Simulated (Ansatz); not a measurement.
A series of calculations on GePH6Cl

### Relaxation

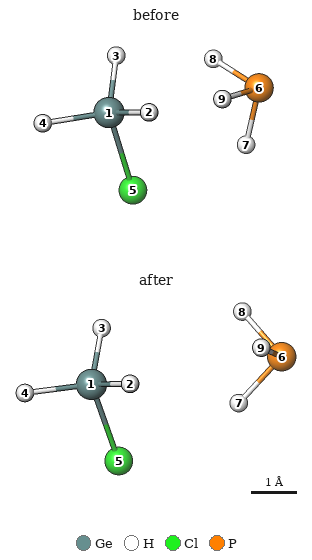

The structure of GePH₆Cl before (top) and after (bottom) a relaxation, at one scale.

The picture is a ball-and-stick view, seen at a tilt.

The run prepares an end point of a later path (reaction) calculation, from a guessed geometry.

These are results of Ansatz, RKS PBE/def2-SVP, not measurements.

Input file:
```yaml
crystal:
  periodic: [false, false, false]
  atoms:
    - { symbol: Ge, position_ang: [-0.060803, 0.138083, -0.030281] }
    - { symbol: H, position_ang: [-0.179779, 0.074402, 1.510391] }
    - { symbol: H, position_ang: [1.395066, -0.029121, -0.509376] }
    - { symbol: H, position_ang: [-0.68932, 1.437453, -0.603468] }
    - { symbol: Cl, position_ang: [-1.305373, -1.456158, -0.851832] }
    - { symbol: P, position_ang: [1.34287, -2.735005, 1.376765] }
    - { symbol: H, position_ang: [0.215593, -3.204347, 0.623317] }
    - { symbol: H, position_ang: [1.935047, -2.108667, 0.22773] }
    - { symbol: H, position_ang: [0.650499, -1.567541, 1.811456] }
basis:
  gaussian: { orbitals: def2-SVP }
hamiltonian:
  xc: pbe
relax:
  f_tol: 0.03
  max_steps: 50
output:
  orbitals: {}
```

Run as
```bash
ansatz run input.yaml --threads 2 --pin off --max-ram 3072MiB --backend cpu --events-out ev --progress --plain --runs-dir out
```

> Summarise the run.

After 11 accepted moves (12 points after the start) the energy has fallen by 28.4 kJ/mol. The largest force component goes from 0.84 to 0.0057 eV/Å. The line search rejected the trial step at point 4 of the run. The forces were under the threshold at step 9, but the run went on from there. The largest move after the best rigid fit is that of H9, 0.95 Å. Largest moves by element: H 0.95 Å, P 0.58 Å, Ge 0.43 Å, Cl 0.35 Å. Near-neighbour distances that change, for instance: Ge1–P6 3.494 → 4.444 Å, P6–H7 1.435 → 1.441 Å, P6–H8 1.436 → 1.442 Å, Ge1–H3 1.542 → 1.547 Å. Bond angles that change, for instance: H4–Ge1–Cl5 104.0° → 107.0°, H8–P6–H9 95.0° → 92.2°, H3–Ge1–Cl5 110.0° → 107.5°. Cost: 13 s on 2 threads of Intel(R) Xeon(R) 6975P-C (Granite Rapids), with other jobs on the host, peak memory 0.16 GiB.

### Relaxation

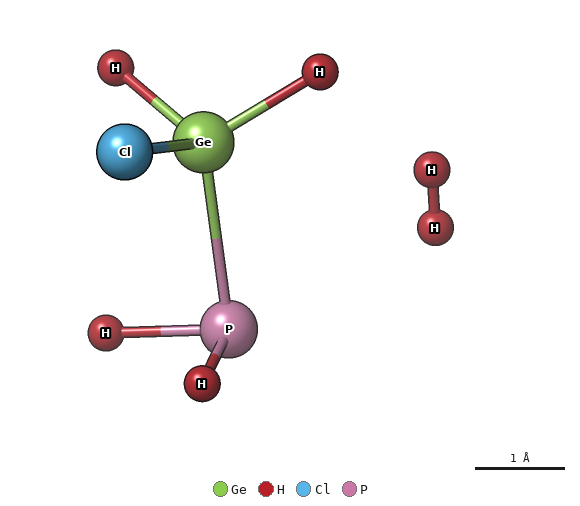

This is the input geometry for a relaxation of GePH6Cl. The picture is a ball-and-stick view, seen from a free direction.

The run prepares an end point of a later path (reaction) calculation, from a guessed geometry.

These are results of RKS PBE/def2-SVP (Ansatz), not measurements.

Input file:
```yaml
crystal:
  periodic: [false, false, false]
  atoms:
    - { symbol: Ge, position_ang: [0.217743, -0.58137, -0.363993] }
    - { symbol: H, position_ang: [-0.041234, 0.208112, 2.26999] }
    - { symbol: H, position_ang: [1.327898, 0.100682, -1.215804] }
    - { symbol: H, position_ang: [-0.633639, 0.501973, 0.347536] }
    - { symbol: Cl, position_ang: [-1.165397, -1.501799, -1.799861] }
    - { symbol: P, position_ang: [1.084849, -2.177183, 1.033119] }
    - { symbol: H, position_ang: [0.154177, -3.171916, 0.564124] }
    - { symbol: H, position_ang: [2.068515, -2.542148, 0.041004] }
    - { symbol: H, position_ang: [0.290888, -0.28725, 2.678585] }
basis:
  gaussian: { orbitals: def2-SVP }
hamiltonian:
  xc: pbe
relax:
  f_tol: 0.03
  max_steps: 50
output:
  orbitals: {}
```

Command:
```bash
ansatz run input.yaml --threads 2 --pin off --max-ram 3072MiB --backend cpu --events-out ev --progress --plain --runs-dir out
```

What does the optimiser find from here?

Answer. After 16 accepted moves (18 points after the start) the energy has fallen by 6.80 kcal/mol. Largest force component: 1.4 eV/Å at the start, 0.015 eV/Å at the end. The line search rejected the trial steps at points 8, 11 of the run. The forces were under the threshold at step 10, but the run went on from there. The largest move after the best rigid fit is that of H2, 1.23 Å. By element the largest moves are H 1.23 Å, Cl 0.69 Å, Ge 0.39 Å, P 0.29 Å. Among the contacts that change: H2–H9 0.723 → 0.770 Å, Ge1–P6 2.291 → 2.337 Å, Ge1–H3 1.557 → 1.551 Å. Among the angles between lasting bonds that change: H4–Ge1–P6 114.5° → 109.8°, H4–Ge1–Cl5 104.3° → 107.1°, Ge1–P6–H8 90.9° → 92.9°. Groups turn about Ge1–P6 by about 35°.

Step by step:

```csv
step,"E − E(0), kcal/mol","largest force component, eV/Å",note
0,0.00,1.3540,
1,-3.76,0.1375,
2,-4.96,0.0916,
3,-5.67,0.0882,
4,-6.20,0.1815,
5,-6.56,0.0622,
6,-6.63,0.0638,
7,-6.65,0.1703,
8,-6.64,0.2827,rejected
9,-6.71,0.0634,
10,-6.75,0.0230,
11,-5.67,0.9878,rejected
12,-6.76,0.0121,
13,-6.77,0.0448,
14,-6.78,0.0477,
15,-6.79,0.0351,
16,-6.79,0.0249,
17,-6.79,0.0396,
18,-6.80,0.0149,
```

Final geometry:

```xyz
9

Ge    0.2101   -0.6209   -0.7535
H    -0.0366    0.3351    3.4951
H     1.2945    0.2551   -1.4332
H    -0.8564    0.2571   -0.0488
Cl   -0.8110   -1.7176   -2.3544
P     1.2095   -2.0534    0.7996
H     0.0326   -2.8774    0.9030
H     1.7934   -2.8790   -0.2273
H     0.4678   -0.1498    3.1742
```

After the run, drawn alike:

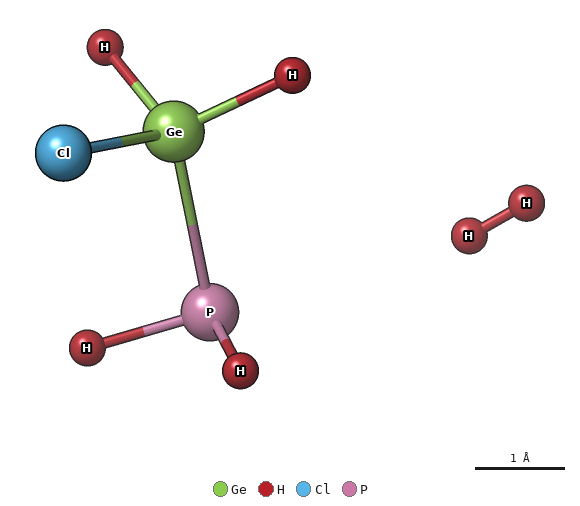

### Path

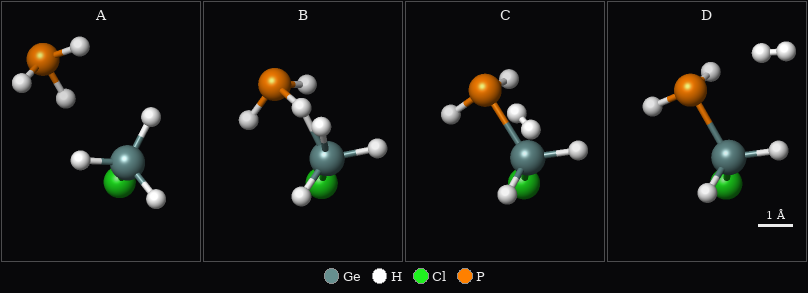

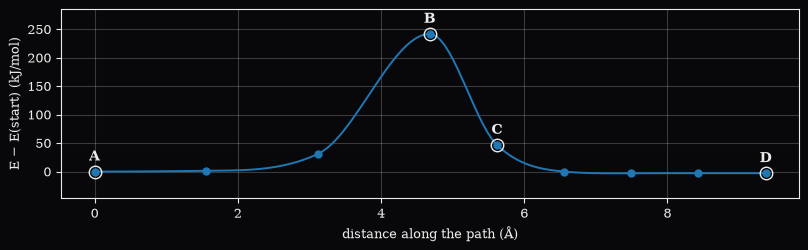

A search for the minimum-energy path of GePH$_{6}$Cl, made up at the start of GeH$_{3}$Cl and PH3 by the nudged elastic band. Images are numbered from 0 (start) to 8 (end). Frames A to D are images 0, 3, 4, 8. Style: ball-and-stick. Shown from a free direction.

Computed with RKS PBE/def2-SVP (Ansatz). Settings: 7 movable images; climbing image; force threshold 0.05 eV/Å; iteration limit 60; starting path through a guess of the saddle point.

Question: Read off the barrier and say what moves.

Answer: The highest point, image 3, lies 241.9 kJ/mol above the start and 244.7 kJ/mol above the end; the end is at −2.8 kJ/mol relative to the start. Breaking: Ge–H (1.55 → 4.36 Å), H–P (1.44 → 3.13 Å). Forming: Ge–P (4.44 → 2.34 Å), H–H (3.21 → 0.77 Å). The band is converged. At the top, the vibrational analysis gives one imaginary mode (1308i cm⁻¹), as a transition state must have.

Limits of the set-up: the start holds two separate molecules, 3.0 Å apart at their closest, whose relative position is a soft coordinate and is computed without a dispersion correction.
